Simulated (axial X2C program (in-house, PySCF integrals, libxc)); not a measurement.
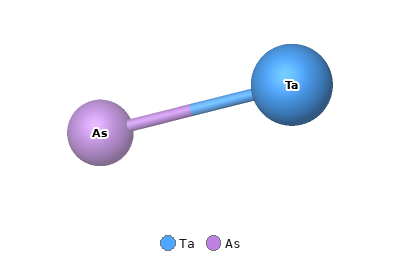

**Figure 1.** The molecule at the reference distance of 2.264 Å.

**TaAs: relativistic diatomic calculation**

- system: TaAs, single determinant with Ω = 0 (not the lowest found).
- method: PBE0, two-component X2C with atomic mean-field Coulomb and Gaunt terms, Ta dyall-cv3z, As dyall-cv3z (cores contracted) (axial X2C program (in-house, PySCF integrals, libxc))

Input file:
```
{"zs": [73, 33], "q": 0, "bas": ["dyall-cv3z", "dyall-cv3z"], "levels": ["PBE0", "HF", "LDA"], "cc": true, "r0": 2.67, "thr": -1.0, "nmax": 90, "npts": 10, "nst": 2, "ntry": 6}
```

The line is the task of a batch: nuclear charges, charge, bases, the levels to run, a first guess of the distance and further settings. This report covers PBE0 with spin-orbit coupling. The log is that of the reference distance 2.264 Å, started from orbitals converged before.

Hardware: 1 thread of Arm Neoverse V1, 112 GiB of memory available, shared host.

Launched within a batch (the task file carries these settings):
```bash
python <driver script> task.json out
```

The program's output:
```
two-component X2C + atomic mean field  PBE0
basis functions 288  fitting functions 1494  grid points 5799
iter        total energy     max residual
   1     -17863.324988747     7.34e-06
   2     -17863.324988760     3.90e-06
   3     -17863.324988762     3.32e-06
   4     -17863.324988764     5.64e-06
converged
one-electron -25667.63534367  Coulomb 7659.94105318  exact exchange -99.47135626  xc functional -305.07613794  nuclear repulsion 563.06886091  atomic mean-field constant -14.15206498
```

The points of the curve:

```tsv
R (Å)	E (hartree)	dipole (D; origin at the first atom, positive when the second is positive)	highest filled (eV)	lowest empty (eV)
1.970	−17863.283625	−2.96	−5.87	−3.10
2.060	−17863.312103	−3.16	−5.87	−3.17
2.128	−17863.322713	−3.28	−5.86	−3.23
2.196	−17863.326446	−3.39	−5.86	−3.29
2.264	−17863.324989	−3.47	−5.85	−3.34
2.343	−17863.318501	−3.53	−5.83	−3.40
2.422	−17863.308421	−3.57	−5.80	−3.46
2.524	−17863.292295	−3.56	−5.76	−3.53
2.649	−17863.270604	−3.47	−5.70	−3.59
```

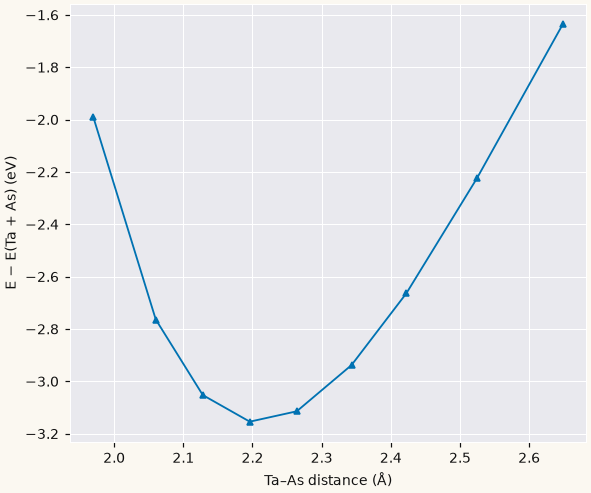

**Figure 2.** Energy at 9 bond lengths, for one set of occupations held fixed; the line joins the points. A polynomial of degree 6 through 9 points gives rₑ = 2.208 Å, ωₑ = 385.4 cm⁻¹, ωₑxₑ = 0.65 cm⁻¹ and Bₑ = 0.06525 cm⁻¹. The minimum lies 3.16 eV below Ta + As, each computed as one determinant at the same level.

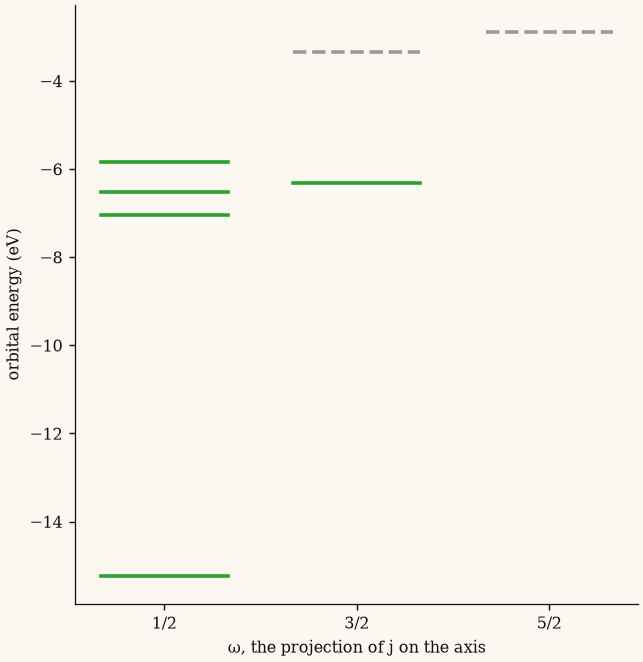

**Figure 3.** Orbital energies near the frontier at 2.26 Å, filled (solid) and empty (dashed); the Kramers partners at −ω are degenerate and not drawn. The highest filled spinor (1/2; 48 % Ta d, 36 % Ta s) lies at −5.85 eV, the lowest empty one (3/2; 94 % Ta d, 3 % As p) at −3.34 eV.

Results in brief:

| quantity | value |
| --- | --- |
| outcome | converged |
| bond length rₑ | 2.208 Å |
| ωₑ | 385.4 cm⁻¹ |
| energy at the minimum | −17863.32652 hartree |
| depth below the fragments | 3.16 eV |
| wall time | 16 s |
| peak memory | 0.83 GiB |

Notes:

Limits: 9 of the 10 points asked for were kept.
